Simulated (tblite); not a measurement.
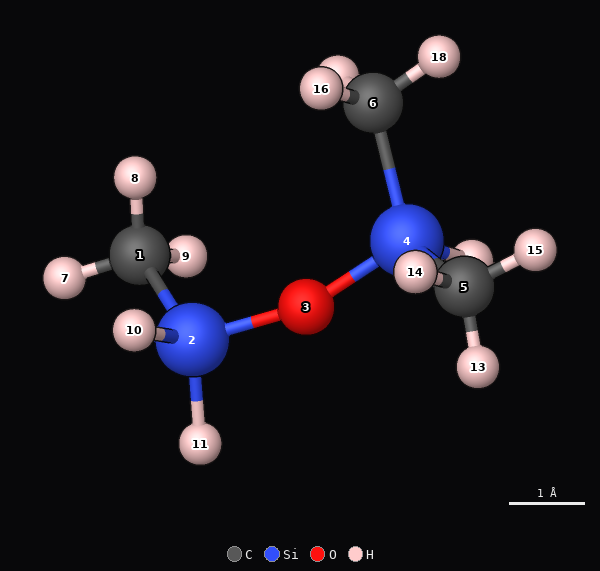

*The structure (ball-and-stick view, seen at a tilt; atoms are numbered from 1 in the order of the input).*

**Frequency calculation, with input and output: C3H12OSi2**

- system: C3H12OSi2
- method: GFN2-xTB harmonic vibrations, gas phase (tblite 0.8.0)

It belongs to a series of runs on one base structure; here: constitutional isomer.

Input:
```
{"job": {"kind": "ir", "xc": "GFN2-xTB", "basis": "xTB"}, "charge": 0, "multiplicity": 1}
C     -2.913348     0.048278    -0.396148
Si    -1.609678    -1.296671    -0.098010
O     -0.161532    -0.790714    -0.620530
Si     1.123628     0.140406    -0.978852
C      2.675351    -0.769184    -0.372520
C      0.952416     1.829792    -0.125660
H     -3.902037    -0.289933    -0.100910
H     -2.691443     0.948866     0.170629
H     -2.960330     0.328031    -1.445492
H     -1.469097    -1.579246     1.333184
H     -1.886017    -2.503198    -0.879412
H      1.097420     0.274644    -2.440628
H      2.732448    -1.768108    -0.794156
H      2.680471    -0.871785     0.709301
H      3.578656    -0.238705    -0.657048
H      0.905287     1.725860     0.955254
H      0.047359     2.339938    -0.442967
H      1.791686     2.478048    -0.357212
```

The first line tells a small driver script what to run in tblite; the rest is the geometry in Å.

Launch command:
```bash
OMP_NUM_THREADS=1 python <driver script> task.json out
```

The program's output:
```
mode    cm-1     km/mol
  1       5.0      0.42
  2      26.1      1.22
  3      44.0      1.10
  4      99.8      0.03
  5     113.1      0.50
  6     122.1      0.24
  7     157.9      0.13
  8     174.1      3.22
  9     238.1     18.80
 10     245.8     18.94
 11     476.0     57.61
 12     521.5      2.04
 13     612.1     23.32
 14     621.0     76.83
 15     658.2    100.87
 16     700.8    104.70
 17     709.0     69.91
 18     755.0      6.76
 19     763.1     45.95
 20     775.8    239.48
 21     793.3      2.74
 22     820.5     31.57
 23     833.0    281.86
 24     836.9    300.25
 25     838.2    307.12
 26     871.7     22.03
 27    1081.4    829.47
 28    1374.2      2.96
 29    1375.0     33.49
 30    1375.9     10.45
 31    1484.4      0.04
 32    1487.7      0.17
 33    1487.8      0.04
 34    1490.0      0.44
 35    1491.2      0.52
 36    1494.6      0.31
 37    2199.1    236.22
 38    2217.2    510.61
 39    2244.2    203.42
 40    3029.4     17.96
 41    3029.6     30.01
 42    3032.5     24.56
 43    3034.0     50.93
 44    3038.5     26.44
 45    3044.9     19.29
 46    3046.9     28.95
 47    3048.6      8.74
 48    3050.7     59.20
```

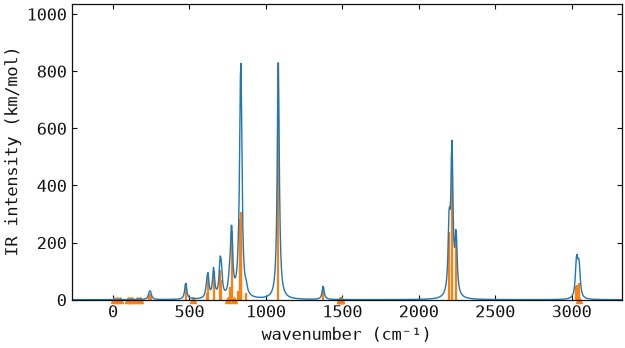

*Harmonic infrared spectrum, unscaled: sticks (degenerate modes added up, dark ones marked on the axis) with a Lorentzian envelope of 16 cm⁻¹ full width, scaled to the tallest stick.*

48 modes from 5 to 3051 cm⁻¹, none imaginary. The strongest line is at 1081 cm⁻¹ (829 km/mol).

Summary:

| quantity | value |
| --- | --- |
| outcome | converged |
| total energy | −548.5949 eV |
| zero-point energy | 87.1610 kcal/mol |
| hardware | 1 CPU thread, shared host |
| wall time | 0.56 s |
| peak memory | 0.18 GiB |
